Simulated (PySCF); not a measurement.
## BPNH5: geometry relaxation (part 3 of 3)

The same run, continued: BPNH5; HF/MINAO, RHF (PySCF 2.14.0). The atoms were displaced at random from an optimised geometry.

Geometry of the input (Å):
```
N  -1.0407  0.6126  -0.4112
B  0.3140  0.5069  -0.0980
P  1.1144  -1.2609  -0.1150
H  -1.6231  -0.0957  -0.5519
H  -1.5828  1.4768  -0.3773
H  0.9603  1.6186  0.1774
H  0.1891  -1.8295  0.3843
H  1.7348  -1.0542  1.2223
```

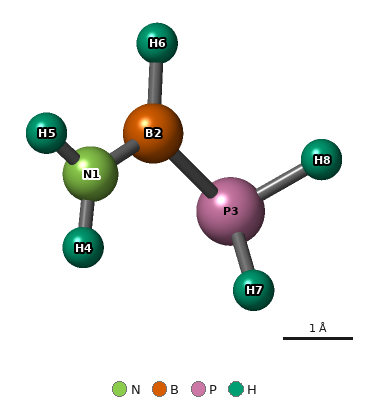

Fig. 1: The geometry at step 8 of the log (ball-and-stick view, seen at a tilt; atoms are numbered from 1 in the order of the input).

Output, continued
```
Geometry optimization cycle 15
Cartesian coordinates (Angstrom)
 Atom        New coordinates             dX        dY        dZ
   N  -1.118044   0.694682  -0.404053   -0.000008  0.000002  0.000027
   B   0.270680   0.566640  -0.065600   -0.000002  0.000006 -0.000006
   P   1.252799  -1.249379  -0.106658    0.000027  0.000026  0.000009
   H  -1.754093  -0.145664  -0.633004   -0.000018 -0.000001  0.000065
   H  -1.611103   1.652488  -0.451954   -0.000005  0.000002 -0.000012
   H   0.970583   1.644358   0.192476    0.000036 -0.000010 -0.000042
   H   0.101310  -2.106109   0.448146    0.000026 -0.000033 -0.000093
   H   1.953801  -1.082310   1.251150   -0.000057  0.000008  0.000053
converged SCF energy = -422.590951393426
--------------- DFRHF_Scanner gradients ---------------
         x                y                z
0 N     0.0000003932     0.0000006225     0.0000007625
1 B    -0.0000001129    -0.0000007499    -0.0000011788
2 P    -0.0000013940     0.0000003930     0.0000019194
3 H    -0.0000005709    -0.0000010467     0.0000000043
4 H     0.0000001478     0.0000001079    -0.0000001091
5 H     0.0000007135    -0.0000000456     0.0000000973
6 H     0.0000012652     0.0000006611    -0.0000010351
7 H    -0.0000004419     0.0000000578    -0.0000004604
----------------------------------------------
cycle 15: E = -422.590951393  dE = -9.44169e-11  norm(grad) = 3.79174e-06
Step   14 : Displace = 5.757e-05/9.385e-05 (rms/max) Trust = 3.000e-01 (=) Grad = 1.341e-06/2.405e-06 (rms/max) E (change) = -422.5909513934 (-9.442e-11) Quality = 0.380
Hessian Eigenvalues: 6.89583e-03 2.27831e-02 2.63681e-02 ... 4.49366e-01 4.74040e-01 6.03570e-01

Geometry optimization cycle 16
Cartesian coordinates (Angstrom)
 Atom        New coordinates             dX        dY        dZ
   N  -1.118045   0.694685  -0.404064   -0.000000  0.000003 -0.000011
   B   0.270674   0.566638  -0.065590   -0.000006 -0.000002  0.000010
   P   1.252786  -1.249389  -0.106665   -0.000013 -0.000011 -0.000007
   H  -1.754093  -0.145657  -0.633030    0.000000  0.000008 -0.000026
   H  -1.611100   1.652492  -0.451963    0.000002  0.000004 -0.000010
   H   0.970568   1.644356   0.192502   -0.000015 -0.000001  0.000026
   H   0.101306  -2.106104   0.448192   -0.000004  0.000004  0.000046
   H   1.953836  -1.082315   1.251120    0.000035 -0.000005 -0.000030
converged SCF energy = -422.590951393476
--------------- DFRHF_Scanner gradients ---------------
         x                y                z
0 N     0.0000002537     0.0000002789     0.0000000495
1 B    -0.0000000378     0.0000001694     0.0000000158
2 P    -0.0000001831    -0.0000002553     0.0000000309
3 H    -0.0000002184    -0.0000003937    -0.0000002078
4 H     0.0000000469     0.0000000016     0.0000000818
5 H    -0.0000000015    -0.0000001233     0.0000001054
6 H     0.0000001177     0.0000002583     0.0000000128
7 H     0.0000000225     0.0000000641    -0.0000000885
----------------------------------------------
cycle 16: E = -422.590951393  dE = -4.99654e-11  norm(grad) = 8.05558e-07
Step   15 : Displace = 2.887e-05/4.669e-05 (rms/max) Trust = 3.000e-01 (=) Grad = 2.848e-07/4.958e-07 (rms/max) E (change) = -422.5909513935 (-4.997e-11) Quality = 0.650
Hessian Eigenvalues: 6.89583e-03 2.27831e-02 2.63681e-02 ... 4.49366e-01 4.74040e-01 6.03570e-01
Converged! =D

converged: True
N          -1.11804482        0.69468523       -0.40406391
B           0.27067423        0.56663770       -0.06558985
P           1.25278628       -1.24938930       -0.10666475
H          -1.75409314       -0.14565658       -0.63303028
H          -1.61110037        1.65249195       -0.45196341
H           0.97056801        1.64435632        0.19250211
H           0.10130592       -2.10610425        0.44819220
H           1.95383589       -1.08231508        1.25111990
converged SCF energy = -422.590951393476
E = -422.5909513935 Eh
```

Trajectory as extended XYZ (Å, eV, eV/Å), 16 frames, from step=0 to step=15
```
8
Properties=species:S:1:pos:R:3:forces:R:3 step=0 energy=-11496.39954
N    -1.0407    0.6126   -0.4112    4.8907   5.7041   1.2083
B     0.3140    0.5069   -0.0980    0.4788   1.8451   0.1961
P     1.1144   -1.2609   -0.1150   11.2728   4.7284  -5.7093
H    -1.6231   -0.0957   -0.5519   -5.8290  -8.1010  -1.6312
H    -1.5828    1.4768   -0.3773   -0.9646   2.6891   0.0495
H     0.9603    1.6186    0.1774    0.1319  -0.2645  -0.0671
H     0.1891   -1.8295    0.3843  -10.7884  -6.5720   5.2949
H     1.7348   -1.0542    1.2223    0.8077  -0.0291   0.6588
8
Properties=species:S:1:pos:R:3:forces:R:3 step=1 energy=-11498.96420
N    -1.0700    0.6731   -0.4313    0.2768   0.3888   0.2353
B     0.3064    0.5269   -0.1023   -0.1668   1.2406   0.1793
P     1.2062   -1.2537   -0.1117    2.8471   0.7620  -1.4312
H    -1.7044   -0.1405   -0.6036   -0.8287  -1.3101  -0.3591
H    -1.6106    1.5866   -0.3885   -0.0514   0.7639  -0.0336
H     0.9531    1.6288    0.1910    0.1813  -0.1165  -0.0481
H     0.1301   -1.9724    0.4354   -2.6436  -1.7923   1.1242
H     1.8551   -1.0741    1.2413    0.3853   0.0636   0.3332
8
Properties=species:S:1:pos:R:3:forces:R:3 step=2 energy=-11499.23095
N    -1.1025    0.6753   -0.4161    0.1476   0.6339   0.1821
B     0.2846    0.5682   -0.0614   -0.1987  -0.1251  -0.0982
P     1.2242   -1.2627   -0.1014    1.2100   0.7482  -0.4404
H    -1.7568   -0.1379   -0.6342   -0.1624  -0.5672  -0.1054
H    -1.6050    1.6267   -0.4418    0.0264   0.1259  -0.0271
H     0.9604    1.6622    0.1947    0.0365  -0.0505   0.0097
H     0.1092   -2.0592    0.4472   -1.0477  -0.7169   0.5220
H     1.9520   -1.0977    1.2435   -0.0117  -0.0481  -0.0428
8
Properties=species:S:1:pos:R:3:forces:R:3 step=3 energy=-11499.26669
N    -1.1343    0.7212   -0.4120    0.2644  -0.4198   0.0441
B     0.2498    0.5515   -0.0637    0.1310   0.3226   0.0495
P     1.2560   -1.2616   -0.0982    0.0183   0.2409  -0.1724
H    -1.7419   -0.1394   -0.6396   -0.2696   0.1401  -0.0631
H    -1.6223    1.6836   -0.4645    0.0349  -0.1265   0.0008
H     0.9514    1.6264    0.1993    0.0620  -0.0083   0.0201
H     0.1222   -2.1129    0.4636   -0.1772  -0.1955   0.1212
H     1.9851   -1.0941    1.2457   -0.0638   0.0466  -0.0002
8
Properties=species:S:1:pos:R:3:forces:R:3 step=4 energy=-11499.28417
N    -1.1190    0.6910   -0.4057   -0.0304   0.0337  -0.0112
B     0.2689    0.5724   -0.0578   -0.0216  -0.1221  -0.0311
P     1.2437   -1.2484   -0.1099   -0.0443  -0.0328   0.0105
H    -1.7564   -0.1505   -0.6409    0.0981   0.1016   0.0324
H    -1.6059    1.6520   -0.4607   -0.0423  -0.0306   0.0004
H     0.9716    1.6477    0.2053   -0.0299   0.0009  -0.0072
H     0.0974   -2.1048    0.4655    0.0437   0.0485  -0.0307
H     1.9656   -1.0848    1.2347    0.0268   0.0008   0.0369
8
Properties=species:S:1:pos:R:3:forces:R:3 step=5 energy=-11499.28546
N    -1.1207    0.6959   -0.4081   -0.0042  -0.0010  -0.0013
B     0.2663    0.5631   -0.0634    0.0003  -0.0080   0.0029
P     1.2499   -1.2521   -0.1068    0.0053   0.0051  -0.0060
H    -1.7616   -0.1392   -0.6447    0.0220   0.0049   0.0062
H    -1.6079    1.6568   -0.4540   -0.0054  -0.0004  -0.0003
H     0.9658    1.6391    0.2021    0.0006   0.0050  -0.0015
H     0.1063   -2.1079    0.4634   -0.0104  -0.0104   0.0046
H     1.9677   -1.0811    1.2420   -0.0083   0.0048  -0.0046
8
Properties=species:S:1:pos:R:3:forces:R:3 step=6 energy=-11499.28552
N    -1.1183    0.6961   -0.4068    0.0066  -0.0101   0.0034
B     0.2689    0.5664   -0.0631   -0.0020   0.0056  -0.0017
P     1.2463   -1.2519   -0.1083    0.0239   0.0103   0.0004
H    -1.7508   -0.1455   -0.6407   -0.0139   0.0070  -0.0027
H    -1.6124    1.6534   -0.4538   -0.0006  -0.0025  -0.0006
H     0.9689    1.6426    0.2009    0.0017  -0.0013  -0.0006
H     0.1003   -2.1051    0.4611   -0.0124  -0.0046   0.0056
H     1.9629   -1.0813    1.2411   -0.0033  -0.0043  -0.0037
8
Properties=species:S:1:pos:R:3:forces:R:3 step=7 energy=-11499.28557
N    -1.1188    0.6956   -0.4069    0.0000  -0.0015   0.0012
B     0.2685    0.5654   -0.0635   -0.0002   0.0008  -0.0003
P     1.2484   -1.2517   -0.1078    0.0038   0.0013  -0.0020
H    -1.7545   -0.1435   -0.6412    0.0000   0.0018   0.0003
H    -1.6109    1.6540   -0.4535   -0.0005  -0.0005   0.0001
H     0.9683    1.6417    0.2006   -0.0001   0.0000  -0.0014
H     0.1019   -2.1057    0.4607   -0.0025  -0.0012   0.0003
H     1.9631   -1.0811    1.2422   -0.0006  -0.0005   0.0020
8
Properties=species:S:1:pos:R:3:forces:R:3 step=8 energy=-11499.28558
N    -1.1187    0.6955   -0.4066   -0.0008   0.0002   0.0010
B     0.2688    0.5655   -0.0639    0.0000   0.0001   0.0001
P     1.2491   -1.2514   -0.1077    0.0007  -0.0003   0.0001
H    -1.7547   -0.1436   -0.6404    0.0006  -0.0004   0.0002
H    -1.6109    1.6538   -0.4531    0.0001   0.0003   0.0001
H     0.9685    1.6420    0.1996    0.0002   0.0003  -0.0014
H     0.1018   -2.1057    0.4593    0.0000   0.0001  -0.0012
H     1.9621   -1.0812    1.2433   -0.0007  -0.0002   0.0010
8
Properties=species:S:1:pos:R:3:forces:R:3 step=9 energy=-11499.28560
N    -1.1182    0.6949   -0.4054   -0.0012   0.0029   0.0009
B     0.2700    0.5660   -0.0651    0.0004  -0.0005   0.0006
P     1.2514   -1.2505   -0.1073   -0.0056  -0.0020   0.0034
H    -1.7545   -0.1445   -0.6366    0.0002  -0.0042  -0.0004
H    -1.6110    1.6529   -0.4521    0.0012   0.0013   0.0000
H     0.9695    1.6433    0.1958    0.0007   0.0001  -0.0008
H     0.1013   -2.1057    0.4535    0.0046   0.0023  -0.0032
H     1.9575   -1.0818    1.2477   -0.0003   0.0002  -0.0004
8
Properties=species:S:1:pos:R:3:forces:R:3 step=10 energy=-11499.28560
N    -1.1180    0.6947   -0.4046   -0.0006   0.0020   0.0007
B     0.2706    0.5664   -0.0656    0.0000  -0.0006   0.0003
P     1.2524   -1.2499   -0.1069   -0.0044  -0.0012   0.0030
H    -1.7542   -0.1452   -0.6343   -0.0001  -0.0031  -0.0004
H    -1.6111    1.6525   -0.4518    0.0009   0.0009  -0.0002
H     0.9701    1.6441    0.1936    0.0008   0.0000  -0.0003
H     0.1011   -2.1058    0.4501    0.0036   0.0018  -0.0023
H     1.9551   -1.0822    1.2500   -0.0001   0.0001  -0.0008
8
Properties=species:S:1:pos:R:3:forces:R:3 step=11 energy=-11499.28560
N    -1.1180    0.6946   -0.4041    0.0001   0.0003   0.0003
B     0.2708    0.5666   -0.0657   -0.0003   0.0000  -0.0001
P     1.2529   -1.2494   -0.1067   -0.0012   0.0000   0.0009
H    -1.7540   -0.1457   -0.6330   -0.0001  -0.0006  -0.0001
H    -1.6111    1.6524   -0.4518    0.0001   0.0001  -0.0001
H     0.9705    1.6445    0.1924    0.0004  -0.0002   0.0000
H     0.1012   -2.1060    0.4482    0.0009   0.0004  -0.0005
H     1.9537   -1.0824    1.2512    0.0000   0.0000  -0.0003
8
Properties=species:S:1:pos:R:3:forces:R:3 step=12 energy=-11499.28560
N    -1.1180    0.6947   -0.4041    0.0001  -0.0001   0.0001
B     0.2707    0.5666   -0.0656   -0.0002   0.0001  -0.0001
P     1.2528   -1.2494   -0.1067   -0.0001   0.0001   0.0001
H    -1.7541   -0.1457   -0.6330    0.0000   0.0001   0.0000
H    -1.6111    1.6525   -0.4519    0.0000   0.0000   0.0000
H     0.9705    1.6444    0.1924    0.0002  -0.0001   0.0001
H     0.1013   -2.1061    0.4481    0.0001   0.0000   0.0000
H     1.9538   -1.0823    1.2512    0.0000   0.0000  -0.0001
8
Properties=species:S:1:pos:R:3:forces:R:3 step=13 energy=-11499.28560
N    -1.1180    0.6947   -0.4041    0.0000  -0.0001   0.0000
B     0.2707    0.5666   -0.0656   -0.0001   0.0001   0.0000
P     1.2528   -1.2494   -0.1067    0.0001   0.0000   0.0000
H    -1.7541   -0.1457   -0.6331    0.0000   0.0001   0.0001
H    -1.6111    1.6525   -0.4519    0.0000   0.0000  -0.0001
H     0.9705    1.6444    0.1925    0.0001  -0.0001   0.0000
H     0.1013   -2.1061    0.4482    0.0000   0.0000   0.0000
H     1.9539   -1.0823    1.2511    0.0000   0.0000   0.0000
8
Properties=species:S:1:pos:R:3:forces:R:3 step=14 energy=-11499.28560
N    -1.1180    0.6947   -0.4041    0.0000   0.0000   0.0000
B     0.2707    0.5666   -0.0656    0.0000   0.0000   0.0001
P     1.2528   -1.2494   -0.1067    0.0001   0.0000  -0.0001
H    -1.7541   -0.1457   -0.6330    0.0000   0.0001   0.0000
H    -1.6111    1.6525   -0.4520    0.0000   0.0000   0.0000
H     0.9706    1.6444    0.1925    0.0000   0.0000   0.0000
H     0.1013   -2.1061    0.4481   -0.0001   0.0000   0.0001
H     1.9538   -1.0823    1.2511    0.0000   0.0000   0.0000
8
Properties=species:S:1:pos:R:3:forces:R:3 step=15 energy=-11499.28560
N    -1.1180    0.6947   -0.4041    0.0000   0.0000   0.0000
B     0.2707    0.5666   -0.0656    0.0000   0.0000   0.0000
P     1.2528   -1.2494   -0.1067    0.0000   0.0000   0.0000
H    -1.7541   -0.1457   -0.6330    0.0000   0.0000   0.0000
H    -1.6111    1.6525   -0.4520    0.0000   0.0000   0.0000
H     0.9706    1.6444    0.1925    0.0000   0.0000   0.0000
H     0.1013   -2.1061    0.4482    0.0000   0.0000   0.0000
H     1.9538   -1.0823    1.2511    0.0000   0.0000   0.0000
```

Results in brief

| quantity | value |
| --- | --- |
| outcome | converged |
| total energy | −422.590951 hartree |
| basis functions | 24 |
| HOMO | −10.70 eV |
| LUMO | 3.00 eV |
| dipole moment | 2.86 D |
| hardware | 1 thread of Intel Xeon @ 2.50GHz (Skylake/Cascade Lake), 189 GiB of memory available, shared host |
| wall time | 15 s |
| peak memory | 0.15 GiB |
